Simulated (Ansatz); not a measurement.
**CCSD/def2-TZVPPD run of GaH3 (SMILES [GaH3])**

What is the vertical singlet–triplet gap of GaH3 at CCSD/def2-TZVPPD? 

The results are computed with Ansatz 0.2.0.

27 further runs of the same task are left out: 3 that didn't finish, 24 set aside as unsound or not needed. Runs told in other sessions of the task aren't counted.

### 1 The molecule

GaH3 has 4 atoms, charge 0, and is taken as a singlet. SMILES: `[GaH3]`. The shape is that of a PBE0-D4/def2-TZVP optimisation.

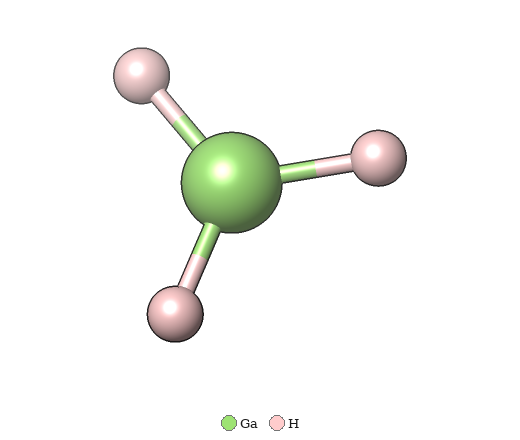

The structure, seen from a chosen angle (gallium green, hydrogen pink).

### 2 The energy at CCSD/def2-TZVPPD

Input file run.yaml:

```yaml
crystal:
  periodic: [false, false, false]
  atoms:
    - symbol: Ga
      position_ang: [0.013400, -0.014900, -0.004600]
    - symbol: H
      position_ang: [1.252400, 0.343800, 0.887700]
    - symbol: H
      position_ang: [-0.552100, -1.477800, -0.009700]
    - symbol: H
      position_ang: [-0.658400, 1.088700, -0.893700]
basis:
  gaussian:
    orbitals: def2-TZVPPD.json
correlation:
  method: ccsd
  frozen_orbitals: {Ga: 9, H: 0}
scf:
  omitted_lower_state_checks: [cluster_reference, increment]
accuracy: high
```

The basis set def2-TZVPPD is read from a file made from the Basis Set Exchange's data (not shown).

On the command line:

```bash
$ ansatz run run.yaml --threads 1 --pin off --max-ram 3480MiB --events-out events.jsonl --progress --plain --runs-dir runs
```

Standard output, cut to the lines that bear on the results:

```text
Warning: RAYON_NUM_THREADS=1 ignored (pool sized by the plan → 1); use --threads N
Functional definition: HF
  name "HF"
[...]
1581 factors; integrals over basis functions are off by at most 4.3e-9 eV
[...]
mean field -52380.94396038 eV, -1924.9641854648 hartree, gradient 2.1e-8 eV, S^2 0.000000; 0 other end points of the search recorded, 0 dependent functions left out
9 core orbitals not correlated: weight in the atoms' cores, before any rotation towards them, 1.000 or more for the frozen orbitals, at most 0.000 for the correlated occupied ones
reference -52380.94396038 eV, -1924.9641854648 hartree; 8, 8 occupied and 88, 88 virtual orbitals, 1581 factors
second order -6.68193099 eV of doubles, -0.00000000 eV of singles
cycle   1  -6.63885508 eV  change    4.3e-2 eV  update   8.1e-2
[...]
cycle  19  -7.02209865 eV  change   4.3e-10 eV  update  7.0e-10
Total energy: -52387.96605903 eV, -1925.2222428306 hartree
Checks for a lower state left out: cluster_reference, increment
```

It took 19 s on 1 thread of Arm Neoverse N1, shared host; peak memory 0.7 GiB.

### 3 The triplet

Input file run.yaml:

```yaml
crystal:
  periodic: [false, false, false]
  atoms:
    - {symbol: Ga, position_ang: [0.013400, -0.014900, -0.004600]}
    - {symbol: H, position_ang: [1.252400, 0.343800, 0.887700]}
    - {symbol: H, position_ang: [-0.552100, -1.477800, -0.009700]}
    - {symbol: H, position_ang: [-0.658400, 1.088700, -0.893700]}
basis:
  gaussian: {orbitals: def2-TZVPPD.json}
correlation: {method: ccsd, frozen_orbitals: {Ga: 9, H: 0}}
magnetization: {spin_polarized: true, initial_magnetization: 2}
scf: {omitted_lower_state_checks: [cluster_reference, increment]}
accuracy: high
```

The basis set def2-TZVPPD is read from a file made from the Basis Set Exchange's data (not shown).

On the command line:

```bash
$ ansatz run run.yaml --threads 1 --pin off --max-ram 3480MiB --events-out events.jsonl --progress --plain --runs-dir runs
```

Standard output, cut to the lines that bear on the results:

```text
Warning: RAYON_NUM_THREADS=1 ignored (pool sized by the plan → 1); use --threads N
[... 2 set-up lines as earlier in the session ...]
[...]
1581 factors; integrals over basis functions are off by at most 4.3e-9 eV
[...]
mean field -52375.99999808 eV, -1924.7824982017 hartree, gradient 1.3e-8 eV, S^2 2.007322; 4 other end points of the search recorded, 0 dependent functions left out
9 core orbitals not correlated: weight in the atoms' cores, before any rotation towards them, 1.000 or more for the frozen orbitals, at most 0.000 for the correlated occupied ones
reference -52375.99999808 eV, -1924.7824982017 hartree; 9, 7 occupied and 87, 89 virtual orbitals, 1581 factors
second order -6.47140597 eV of doubles, -0.00000000 eV of singles
cycle   1  -6.36295830 eV  change    1.1e-1 eV  update   9.5e-2
[...]
cycle  30  -6.86881738 eV  change   1.4e-10 eV  update  4.6e-10
Total energy: -52382.86881546 eV, -1925.0349225846 hartree
Checks for a lower state left out: cluster_reference, increment
```

Run time: 1.7 min. Hardware: 1 thread of Arm Neoverse N1, shared host; peak memory 1.4 GiB.

### 4 What came out

Level: CCSD/def2-TZVPPD, 9 core orbitals frozen.

```
                                            quantity           value
                               singlet: total energy  -1925.22224 Eh
singlet: correlation energy (9 core orbitals frozen)      -258.1 mEh
                              singlet: T1 diagnostic           0.013
                               triplet: total energy  -1925.03492 Eh
triplet: correlation energy (9 core orbitals frozen)      -252.4 mEh
          triplet: ⟨S²⟩ of the reference determinant           2.007
                              triplet: T1 diagnostic           0.034
    vertical energy of the triplet above the singlet        5.097 eV
```

At this shape the triplet lies 5.10 eV (492 kJ/mol) above the singlet.
